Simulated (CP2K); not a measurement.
Band structure of BiSbPd2 (P-6m2, 4 atoms in the cell).

```xyz
4
Lattice="4.1344 0.0000 0.0000 -2.0672 3.5805 0.0000 0.0000 0.0000 5.6168" Properties=species:S:1:pos:R:3 pbc="T T T"
Sb     2.0672     1.1935     0.0000
Bi     0.0000     0.0000     2.8084
Pd     0.0000     2.3870     4.2492
Pd     0.0000     2.3870     1.3676
```

Method of the run: PBEsol, GPW, DZVP-MOLOPT-SR-GTH basis, GTH-PBE potentials (GTH_POTENTIALS) (CP2K).

Settings: CUTOFF = 500 Ry; REL_CUTOFF = 40 Ry; SMEAR/METHOD = FERMI_DIRAC; ELECTRONIC_TEMPERATURE = 1160.45 K; KPOINTS/SCHEME = MONKHORST-PACK 6 6 4; GAMMA_CENTERED = T; XC_FUNCTIONAL = PBE:PBESOL; Sb/BASIS_SET = DZVP-MOLOPT-SR-GTH-q5; Sb/POTENTIAL = GTH-PBE-q5; Bi/BASIS_SET = DZVP-MOLOPT-SR-GTH-q5; Bi/POTENTIAL = GTH-PBE-q5; Pd/BASIS_SET = DZVP-MOLOPT-SR-GTH-q18; Pd/POTENTIAL = GTH-PBE-q18; METHOD = GPW.

The starting cell comes from a database of computed structures (which also holds hypothetical and non-ambient phases and stackings), without a prior relaxation at this level. Its lattice was rescaled by a random factor within 2.5 % of one. Spin-orbit coupling is off. Spin polarisation is off. Values carry the incompleteness of an atom-centred basis. The potentials were made for another functional than the one used.

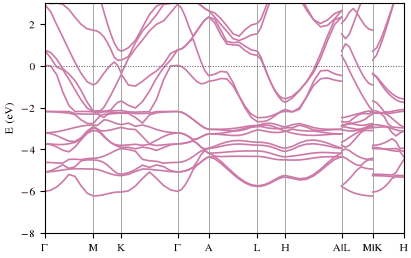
Figure. Bands along the path, energies from the Fermi level.

Levels in eV from the Fermi level, bands 20 to 25:
```json
[
 {"point": "Γ", "20": "-2.18", "21": "0.02", "22": "0.76", "23": "0.76", "24": "2.95", "25": "3.29"},
 {"point": "M", "20": "-2.31", "21": "-2.20", "22": "-2.18", "23": "-2.15", "24": "-0.92", "25": "1.71"},
 {"point": "K", "20": "-2.25", "21": "-2.14", "22": "-1.68", "23": "-0.40", "24": "-0.36", "25": "0.28"},
 {"point": "A", "20": "-3.04", "21": "-0.74", "22": "-0.47", "23": "2.33", "24": "2.33", "25": "2.64"},
 {"point": "L", "20": "-2.85", "21": "-2.67", "22": "-2.48", "23": "0.50", "24": "0.71", "25": "1.54"},
 {"point": "H", "20": "-2.92", "21": "-2.18", "22": "-2.09", "23": "-1.75", "24": "-1.58", "25": "3.94"}
]
```

Bands cross the Fermi level along this path, so the cell is metallic at this level.

Higher empty bands are left out: an atom-centred basis made for the valence describes them poorly.
